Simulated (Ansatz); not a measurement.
The structure in question:

```
Si C
1.0
     3.05842    0.00000    0.00000
    -1.52921    2.64867    0.00000
     0.00000    0.00000   10.01215
Si C
4 4
Direct
  0.66667 0.33333 0.93784
  0.33333 0.66667 0.43784
  0.00000 0.00000 0.68790
  0.00000 0.00000 0.18790
  0.66667 0.33333 0.74981
  0.33333 0.66667 0.24981
  0.00000 0.00000 0.50045
  0.00000 0.00000 0.00045
```

> Say what kind of structure these coordinates give.

The material is SiC. The symmetry is that of P6_3mc (No. 186), on a primitive hexagonal lattice. Atoms per cell: 8 (4 Si, 4 C). Each Si has four C in a tetrahedral arrangement at 1.87 to 1.88 Å. About every C there are four Si in a tetrahedral arrangement at 1.87 to 1.88 Å. The bonds build a three-dimensional framework.

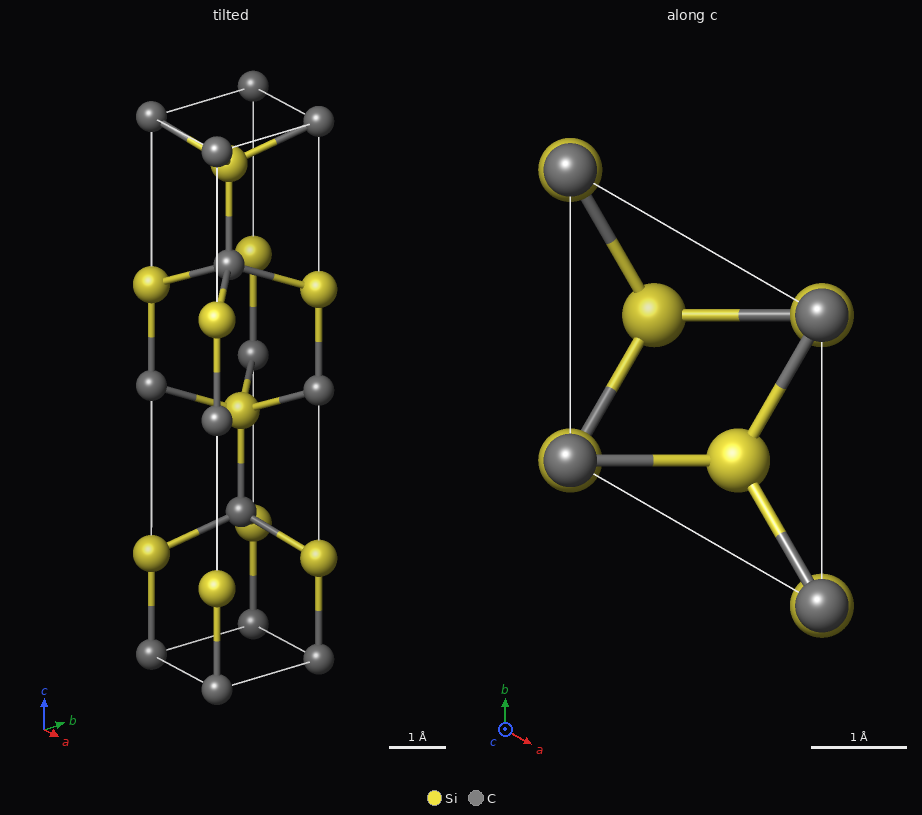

View slightly off an axis and along the c axis, drawn as a ball-and-stick model. The parallelepiped is the conventional unit cell. Colours: silicon yellow, carbon grey.

The initial geometry was a structure listed in the Materials Project. Earlier steps of the study may have refined or changed the cell and positions. It was the input of a calculation with Ansatz.
